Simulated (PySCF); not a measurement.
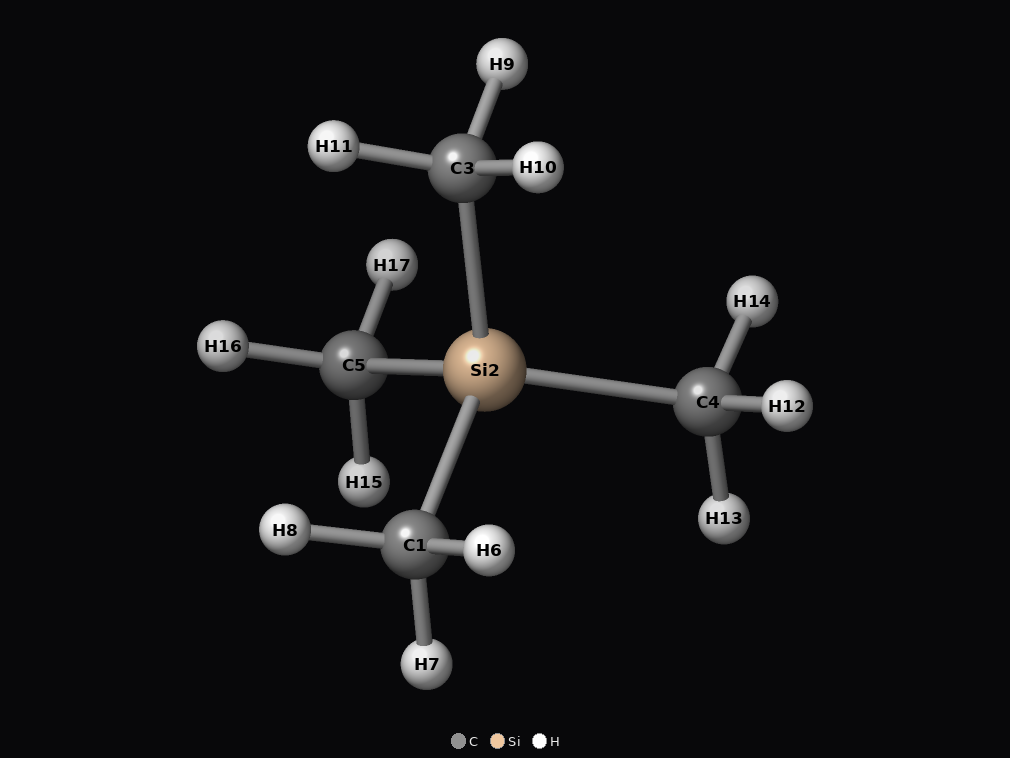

The computed structure is the end point of a PBE0-D3(BJ)/def2-TZVP optimisation. No frequency run is at hand to confirm it as a minimum. Properties computed with delta-SCF UKS SCAN, pcX-3 on the ionised atom, pcseg-2 elsewhere, spin-free X2C (PySCF 2.14.0).

Give the core-electron binding energies (to vacuum; p and d levels without spin–orbit splitting) of C1 1s, Si2 1s, Si2 2p.

```tsv
atom	level	binding energy (eV)
C1	1s	289.7
Si2	1s	1845.5
Si2	2p	105.8
```
